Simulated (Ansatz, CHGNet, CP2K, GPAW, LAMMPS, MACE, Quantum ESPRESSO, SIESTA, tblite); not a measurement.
**Glassy 25SiO2-50B2O3-12CaO-12Na2O (mol %) (62 atoms): forces by two methods**

62 atoms (4 Si, 16 B, 2 Ca, 4 Na, 36 O) placed at random at 2.2 g/cm³, melted at 3000 K for 20 ps at fixed volume with the Buckingham and Coulomb pair potential of Guillot and Sator (Geochim. Cosmochim. Acta 71, 1249 (2007)) with the boron terms of Wang et al. (J. Non-Cryst. Solids 498, 294 (2018)). Quenched from 3000 K to 300 K at 20 K/ps and fixed volume, held 10 ps at zero pressure.

Two calculations on one geometry. First: Kohn-Sham DFT, PBE, PseudoDojo 0.4.1 norm-conserving pseudopotentials (converted to PSML), numerical atomic orbitals (DZP), diagonalisation; shift 0.01 Ry; mesh 500 Ry; levels smeared at 580 K (SIESTA 5.4.2; Γ point). Second: Kohn-Sham DFT, PBE, PAW, plane waves (Ansatz 0.2.0; cutoff 420 eV, Γ point, fermi-dirac smearing of 0.05 eV; PAW set soft_2).

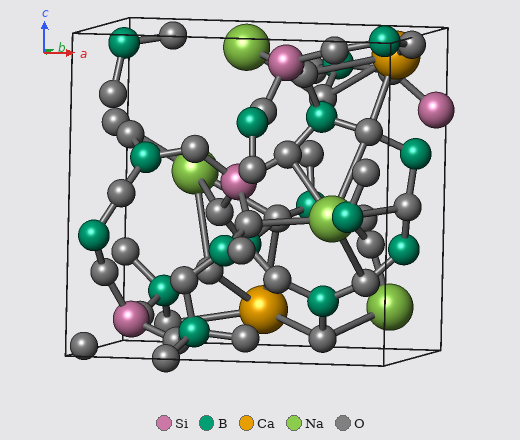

The structure (silicon pink, boron teal, calcium orange, sodium green, oxygen grey). Bonds to atoms that aren't drawn are left out. Some periodic images of atoms are drawn too.

Cell vectors (Å):

```
8.940 0.000 0.000
0.000 8.940 0.000
0.000 0.000 8.940
```

Atom, position (Å) and force of the first calculation (eV/Å):

```
1 Si 4.019 4.117 4.748 -1.329 0.852 -1.100
2 Si 8.771 8.307 6.683 -1.118 -0.493 -1.392
3 Si 1.095 4.063 0.861 2.037 -0.701 1.194
4 Si 5.538 2.666 8.165 0.667 0.050 -0.032
5 B 3.867 6.275 2.921 0.326 0.747 0.292
6 B 6.107 6.116 1.409 -3.096 -0.373 3.029
7 B 8.744 5.405 5.610 -1.849 0.562 -1.385
8 B 0.287 2.435 3.233 0.777 0.341 1.042
9 B 8.328 6.208 2.910 2.558 0.170 2.603
10 B 4.057 1.921 2.953 -0.506 -1.138 -0.516
11 B 5.291 8.568 3.906 -0.162 0.030 1.067
12 B 3.199 2.243 0.669 -2.453 -0.894 0.660
13 B 7.775 0.359 4.072 -0.648 -1.073 0.966
14 B 8.356 2.312 8.864 0.255 -1.999 -0.967
15 B 1.470 7.011 1.520 -0.960 0.328 0.782
16 B 1.520 3.441 5.387 0.417 1.996 -0.530
17 B 1.382 0.399 8.697 0.362 0.420 1.259
18 B 6.136 5.100 6.566 0.430 0.712 0.259
19 B 5.005 0.563 6.593 2.011 -2.344 -2.705
20 B 6.129 7.545 7.928 0.730 -0.350 -4.098
21 Ca 4.006 8.536 0.995 -0.223 0.314 0.661
22 Ca 8.081 5.685 8.313 0.196 0.676 -0.262
23 Na 2.218 7.322 4.840 0.046 -0.134 -0.390
24 Na 3.910 5.517 8.407 -0.148 -0.610 0.089
25 Na 7.524 8.712 1.165 0.844 0.549 0.339
26 Na 6.704 3.895 3.817 0.362 0.172 0.094
27 O 4.890 5.664 1.993 2.118 -0.191 -1.528
28 O 8.293 0.177 5.328 0.507 0.584 0.208
29 O 5.058 1.893 6.831 -0.760 0.549 -0.770
30 O 5.916 6.465 7.014 -0.661 -0.367 -0.063
31 O 0.283 1.283 0.227 -2.157 0.509 0.258
32 O 4.752 0.707 3.036 -0.459 1.220 -1.168
33 O 5.131 0.022 5.318 -0.795 0.651 1.556
34 O 0.997 2.633 4.414 -0.497 -0.382 -0.337
35 O 4.555 7.382 3.593 -0.205 -0.394 0.261
36 O 2.904 3.382 5.664 -1.121 -0.432 0.753
37 O 0.060 6.762 6.158 1.613 -0.069 0.432
38 O 2.762 6.882 2.122 0.570 0.314 -0.344
39 O 3.291 5.302 3.833 -0.050 -0.044 0.624
40 O 4.525 3.014 3.651 1.053 -0.339 -0.038
41 O 7.508 4.874 6.202 0.304 -1.063 0.203
42 O 7.543 8.067 7.740 -0.144 0.056 2.117
43 O 1.424 8.072 0.553 -0.054 -0.684 -0.121
44 O 6.999 2.065 8.581 2.168 -0.487 1.096
45 O 1.053 5.700 0.896 -0.241 -1.925 -1.803
46 O 8.893 3.589 8.726 -1.274 0.724 -0.896
47 O 2.936 1.957 2.095 1.622 -0.227 1.840
48 O 2.632 1.069 8.910 1.305 0.473 -1.582
49 O 2.493 3.448 0.334 0.081 2.047 -0.601
50 O 5.276 4.718 5.515 -0.459 -0.237 -0.976
51 O 0.343 7.139 2.559 -0.282 0.795 -0.013
52 O 5.967 6.953 0.329 0.098 1.135 0.946
53 O 8.251 1.401 3.281 0.330 1.275 -1.687
54 O 7.340 5.856 1.971 -0.595 -0.795 -0.974
55 O 0.874 4.533 5.952 1.025 -0.937 0.032
56 O 6.772 8.443 3.606 0.494 0.726 -0.629
57 O 8.527 5.520 4.124 -1.229 0.000 -1.830
58 O 4.618 2.360 0.519 0.677 -0.094 -0.172
59 O 5.773 4.216 7.793 -0.022 1.182 0.679
60 O 1.160 0.062 7.292 -0.174 -0.293 -0.839
61 O 5.236 8.625 7.666 -1.404 0.219 2.311
62 O 0.444 3.351 2.180 -0.875 -1.268 2.062
```

Q: Give the forces of the second method.

Atom and force (eV/Å):

```
1 -1.242 0.764 -1.178
2 -1.232 -0.648 -1.357
3 1.649 -0.626 1.032
4 0.854 -0.006 0.042
5 0.477 0.810 0.188
6 -2.982 -0.142 2.708
7 -1.677 0.590 -1.307
8 0.752 0.419 1.048
9 2.463 0.201 2.349
10 -0.332 -1.109 -0.426
11 -0.259 0.062 1.018
12 -2.181 -0.784 0.673
13 -0.615 -1.087 1.004
14 0.191 -1.841 -1.027
15 -0.942 0.242 0.655
16 0.434 2.021 -0.594
17 0.317 0.253 1.172
18 0.264 0.703 0.298
19 2.085 -2.264 -2.486
20 0.744 -0.470 -3.775
21 -0.847 0.574 0.583
22 0.101 0.321 -0.714
23 0.048 -0.145 -0.350
24 -0.150 -0.498 0.181
25 0.731 0.503 0.308
26 0.318 0.141 0.031
27 2.099 -0.196 -1.419
28 0.485 0.433 0.312
29 -0.646 0.397 -0.485
30 -0.540 -0.473 -0.096
31 -2.140 0.599 0.167
32 -0.641 1.198 -1.308
33 -0.817 0.690 1.549
34 -0.494 -0.279 -0.338
35 -0.212 -0.308 0.307
36 -1.045 -0.205 0.412
37 1.499 0.119 0.618
38 0.675 0.584 -0.555
39 0.136 -0.182 0.770
40 0.789 -0.366 0.068
41 0.451 -0.836 0.667
42 0.246 0.078 1.705
43 0.143 -0.597 -0.063
44 2.066 -0.269 1.014
45 -0.250 -2.133 -1.780
46 -1.273 0.864 -0.660
47 1.716 -0.248 1.906
48 1.587 -0.052 -1.190
49 -0.166 1.996 -0.392
50 -0.639 -0.361 -1.046
51 -0.355 0.623 0.113
52 0.141 0.934 1.038
53 0.358 1.265 -1.534
54 -0.504 -0.714 -0.754
55 1.010 -1.006 -0.092
56 0.595 0.868 -0.488
57 -1.246 0.027 -1.804
58 0.630 0.011 -0.562
59 -0.051 0.794 0.708
60 -0.476 -0.403 -0.810
61 -1.432 0.360 2.074
62 -0.665 -1.195 1.873
```

The two sets differ by 166 meV/Å r.m.s., 16 % of the r.m.s. force of the Ansatz run. The network of bonds at the start is that of the classical potential that made the cell, and needn't be the one that DFT or experiment would give. The electronic-structure runs sample only Γ, in a cell whose shortest periodic width is 9 Å.

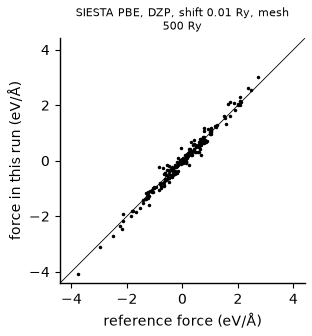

Force components against those of the reference; the line marks equality.

[Logs are printed without paths, hosts, clocks, repeated set-up lines and the standing remarks that a program may print on its own settings, such as how far it seeks lower states.]

[Hosts, paths, dates, database ids (printed as entryN), source tags and the programs' standing remarks are cut or masked in the printed files.]
